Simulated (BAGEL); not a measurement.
# GeH3O3 (SMILES [OH][Ge]([OH])[OH]): ROHF/def2-SVP (density fitting with qzvpp-jkfit)

What is the energy change on altering one bond length of GeH3O3 at ROHF/def2-SVP (density fitting with qzvpp-jkfit)? 

The calculation is run with BAGEL 1.2.2.

1 further run of the same task is left out (set aside as unsound or not needed). Runs told in other sessions of the task aren't counted.

### Step 1. The molecule

The species is GeH3O3 (7 atoms), meant as a doublet with charge 0. SMILES: `[OH][Ge]([OH])[OH]`. The coordinates come from a PBE0-D4/def2-TZVP relaxation. This is one conformer, not always the lowest.

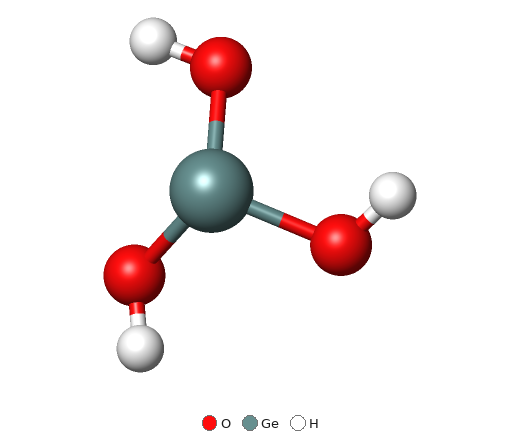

The structure, seen from a chosen angle (oxygen red, germanium teal, hydrogen white).

### Step 2. The energy at ROHF/def2-SVP (density fitting with qzvpp-jkfit)

File hf.json:

```json
{ "bagel": [

{
  "title": "molecule",
  "basis": "svp",
  "df_basis": "qzvpp-jkfit",
  "angstrom": true,
  "geometry": [
    { "atom": "O", "xyz": [   -1.386500,    0.798200,   -0.370800 ] },
    { "atom": "Ge", "xyz": [    0.328700,    0.369000,   -0.186000 ] },
    { "atom": "O", "xyz": [    0.588300,    0.035800,    1.540700 ] },
    { "atom": "O", "xyz": [    0.565000,   -1.170000,   -1.043900 ] },
    { "atom": "H", "xyz": [   -1.665900,    1.479800,    0.247600 ] },
    { "atom": "H", "xyz": [    1.412900,   -0.430200,    1.707700 ] },
    { "atom": "H", "xyz": [    0.218600,   -1.150500,   -1.940900 ] }
  ]
},
{ "title": "rohf", "nopen": 1 },
{ "title": "print", "file": "orbitals.molden", "orbitals": true }

]}
```

Started as:

```
$ BAGEL_NUM_THREADS=1 BAGEL hf.json > hf.out
```

Standard output:

```text
* using 1 threads per process

  ===============================================================
  ===============================================================

  *** Geometry ***

  { "atom" : "O", "xyz" : [     -2.620105,      1.508379,     -0.700710 ] },
  { "atom" : "Ge", "xyz" : [      0.621153,      0.697309,     -0.351489 ] },
  { "atom" : "O", "xyz" : [      1.111726,      0.067652,      2.911501 ] },
  { "atom" : "O", "xyz" : [      1.067695,     -2.210980,     -1.972685 ] },
  { "atom" : "H", "xyz" : [     -3.148095,      2.796417,      0.467896 ] },
  { "atom" : "H", "xyz" : [      2.669994,     -0.812960,      3.227085 ] },
  { "atom" : "H", "xyz" : [      0.413094,     -2.174130,     -3.667769 ] },

  Number of auxiliary basis functions:      551

  Since a DF basis is specified, we compute 2- and 3-index integrals:
    o Being stored without compression. Storage requirement is 0.035 GB

  Number of basis functions:       89
  Number of electrons      :       59

    * METHOD: MOLECULE                             0.34

  *** Open-shell HF ***

  === Nuclear Repulsion ===
   307.4178149439

      * DIIS with orbital gradients will be used.

  === ROHF iteration (svp) ===
      0      -2300.89582733          0.05086975           0.27
      1      -2301.11050524          0.03687147           0.27
      2      -2301.20927491          0.02515094           0.27
      3      -2301.29222161          0.00120802           0.27
      4      -2301.29305788          0.00061557           0.27
      5      -2301.29336318          0.00019576           0.27
      6      -2301.29343580          0.00005690           0.27
      7      -2301.29345982          0.00001504           0.27
      8      -2301.29346678          0.00000472           0.27
      9      -2301.29346741          0.00000180           0.27
     10      -2301.29346754          0.00000064           0.27
     11      -2301.29346761          0.00000019           0.27
     12      -2301.29346761          0.00000007           0.27
     13      -2301.29346761          0.00000003           0.27
     14      -2301.29346761          0.00000001           0.27
    * SCF iteration converged.

    * S^2 (ROHF) is 0.7500

    * Permanent dipole moment:
           (   -0.572672,    -0.677576,     0.321141) a.u.

    * METHOD: ROHF                                 4.34

    * METHOD: PRINT                                0.02

  ===============================================================
```

It took 5.1 s on 1 thread of Arm Neoverse V1, shared host; peak memory 0.15 GiB.

### Step 3. The distorted shape

File input.json:

```json
{ "bagel" : [

{
  "title" : "molecule",
  "basis" : "svp",
  "df_basis" : "qzvpp-jkfit",
  "angstrom" : true,
  "geometry" : [
    { "atom" : "O", "xyz" : [      -1.633874,       0.937997,      -0.420899 ] },
    { "atom" : "Ge", "xyz" : [       0.081326,       0.508797,      -0.236099 ] },
    { "atom" : "O", "xyz" : [       0.340926,       0.175597,       1.490601 ] },
    { "atom" : "O", "xyz" : [       0.317626,      -1.030203,      -1.093999 ] },
    { "atom" : "H", "xyz" : [      -1.913274,       1.619597,       0.197501 ] },
    { "atom" : "H", "xyz" : [       1.412900,      -0.430200,       1.707700 ] },
    { "atom" : "H", "xyz" : [      -0.028774,      -1.010703,      -1.990999 ] }
  ]
},

{ "title" : "rohf", "nopen" : 1 },

{ "title" : "print", "file" : "orbitals.molden", "orbitals" : true }

]}
```

Started as:

```
$ BAGEL_NUM_THREADS=1 BAGEL input.json > input.out
```

Standard output:

```text
* using 1 threads per process

  ===============================================================
  ===============================================================

  *** Geometry ***

  { "atom" : "O", "xyz" : [     -3.087574,      1.772557,     -0.795384 ] },
  { "atom" : "Ge", "xyz" : [      0.153684,      0.961487,     -0.446162 ] },
  { "atom" : "O", "xyz" : [      0.644257,      0.331830,      2.816828 ] },
  { "atom" : "O", "xyz" : [      0.600226,     -1.946802,     -2.067358 ] },
  { "atom" : "H", "xyz" : [     -3.615564,      3.060595,      0.373223 ] },
  { "atom" : "H", "xyz" : [      2.669994,     -0.812960,      3.227085 ] },
  { "atom" : "H", "xyz" : [     -0.054375,     -1.909952,     -3.762443 ] },

  Number of auxiliary basis functions:      551

  Since a DF basis is specified, we compute 2- and 3-index integrals:
    o Being stored without compression. Storage requirement is 0.035 GB

  Number of basis functions:       89
  Number of electrons      :       59

    * METHOD: MOLECULE                             0.34

  *** Open-shell HF ***

  === Nuclear Repulsion ===
   305.6586066873

      * DIIS with orbital gradients will be used.

  === ROHF iteration (svp) ===
      0      -2300.82312499          0.05142707           0.26
      1      -2301.02863300          0.03870243           0.26
      2      -2301.13080159          0.02795231           0.27
      3      -2301.23637200          0.00156078           0.27
      4      -2301.23742447          0.00094120           0.27
      5      -2301.23790795          0.00028568           0.27
      6      -2301.23802157          0.00011668           0.27
      7      -2301.23805547          0.00004619           0.27
      8      -2301.23806331          0.00001076           0.27
      9      -2301.23806800          0.00000378           0.27
     10      -2301.23806841          0.00000185           0.26
     11      -2301.23806843          0.00000063           0.27
     12      -2301.23806847          0.00000025           0.28
     13      -2301.23806847          0.00000013           0.27
     14      -2301.23806847          0.00000007           0.27
     15      -2301.23806847          0.00000002           0.27
     16      -2301.23806847          0.00000001           0.27
    * SCF iteration converged.

    * S^2 (ROHF) is 0.7500

    * Permanent dipole moment:
           (   -0.689714,    -0.609753,     0.271098) a.u.

    * METHOD: ROHF                                 4.87

    * METHOD: PRINT                                0.02

  ===============================================================
```

Wall time 5.4 s (1 thread of Arm Neoverse V1, shared host); peak memory 0.14 GiB.

### Step 4. Outcome

At ROHF/def2-SVP (density fitting with qzvpp-jkfit):

| quantity | value |
| --- | --- |
| first shape: total energy | -2301.29347 Eh |
| first shape: dipole moment | 2.40 D |
| first shape: ⟨S²⟩ | 0.750 |
| distorted shape: total energy | -2301.23807 Eh |
| distorted shape: dipole moment | 2.44 D |
| distorted shape: ⟨S²⟩ | 0.750 |
| energy change with the O3–H6 bond stretched from 0.962 to 1.250 Å | 1.507 eV |

In words: With the O3–H6 bond stretched from 0.962 to 1.250 Å the energy rises by 1.51 eV (145 kJ/mol). The first shape isn't relaxed at this level, so the change isn't measured from a minimum.
